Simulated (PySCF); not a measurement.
**C₃H₃Cl₃F₂Ge (SMILES [F][GeH2]/[C](F)=C/C(Cl)(Cl)Cl): density, localisation and related maps**

The calculation's input:

```
{"job": {"kind": "uv", "xc": "B3LYP", "basis": "def2-SVPD", "nstates": 8, "ntriplets": 3}, "charge": 0, "multiplicity": 1}
F     -2.681144     0.889554    -1.065306
Ge    -2.260013    -0.389642     0.037299
C     -0.296054    -0.506556    -0.109664
F      0.111398    -1.716950    -0.523700
C      0.569834     0.467678     0.141357
C      2.049987     0.360942     0.001245
Cl     2.689770    -0.904614     1.092401
Cl     2.505125    -0.059651    -1.673254
Cl     2.826398     1.899607     0.423433
H     -2.766160     0.143219     1.343987
H     -2.926467    -1.604105    -0.529968
H      0.178524     1.419834     0.468531
```

Command:

```sh
OMP_NUM_THREADS=1 python probes_run.py task.json out
```

Geometry: GFN2-xTB.

Theory: B3LYP/def2-SVPD, SCF density, gas phase in PySCF.

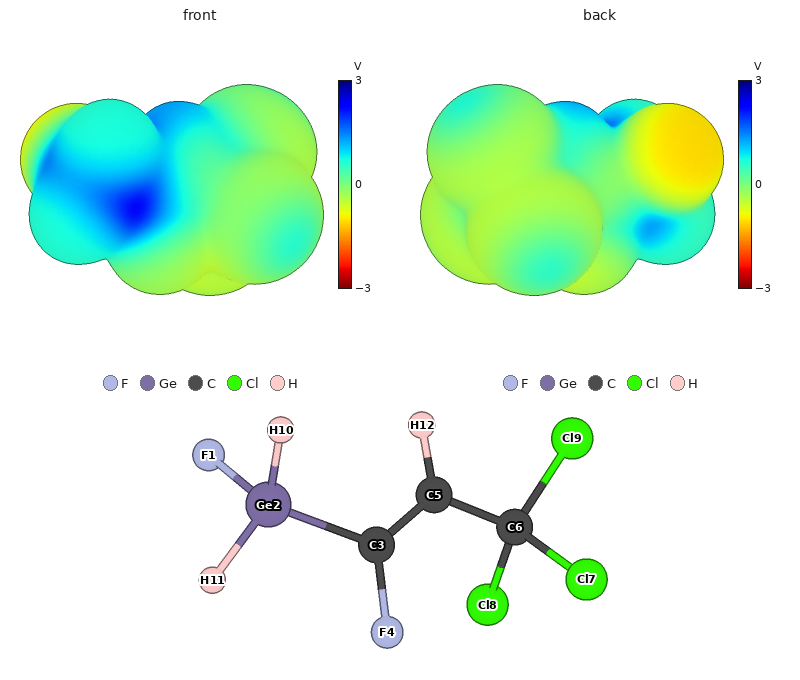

Figure 1. The electrostatic potential painted on the density surface at 0.001 e/bohr³, seen from the front and from behind; red is negative and blue positive. The bare structure is drawn below in the same view.

**Describe the electrostatic potential map.**

The most negative region (about −1.1 V) lies over F1, the most positive (about +2.0 V) over Ge2. Cl7 shows a σ-hole: about +0.6 V at the tip opposite its bond, against about −0.3 V on its flanks. Cl8 shows a σ-hole: about +0.5 V at the tip opposite its bond, against about −0.4 V on its flanks. Cl9 shows a σ-hole: about +0.7 V at the tip opposite its bond, against about −0.2 V on its flanks.

**What dipole moment does the calculation give?**

Its dipole moment is 2.65 D.

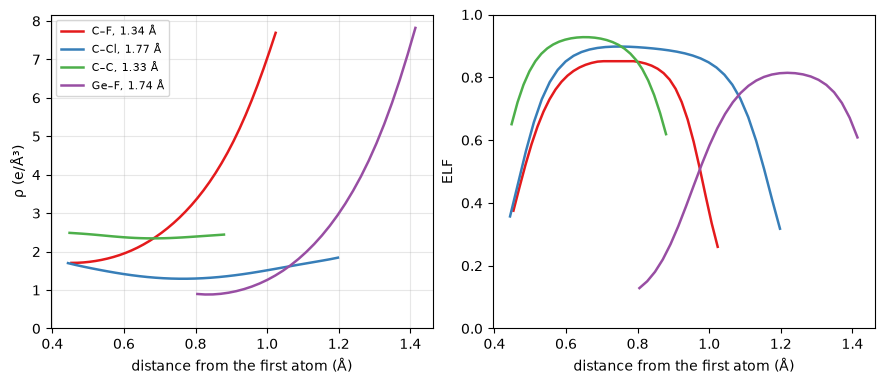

Figure 2. Total electron density and ELF along straight lines between neighbouring atoms. The curves leave out the atomic cores.

**Compare the contacts.**

C–F (1.34 Å): ρ at the midpoint is about 2.3 e/Å³; the ELF peaks at about 0.85 between the atoms, as expected for a polar covalent bond.
C–Cl (1.77 Å): the density is about 1.4 e/Å³ at the midpoint; the ELF peaks at about 0.90 between the atoms (localised, covalent bonding).
C–C (1.33 Å): ρ at the midpoint is about 2.3 e/Å³; the ELF peaks at about 0.95 between the atoms: a multiple bond.
Ge–F (1.74 Å): ρ is about 0.9 e/Å³ halfway; the ELF peaks at about 0.80 in the valence shell of F, 0.5 Å from its nucleus, and is about 0.20 at the midpoint.
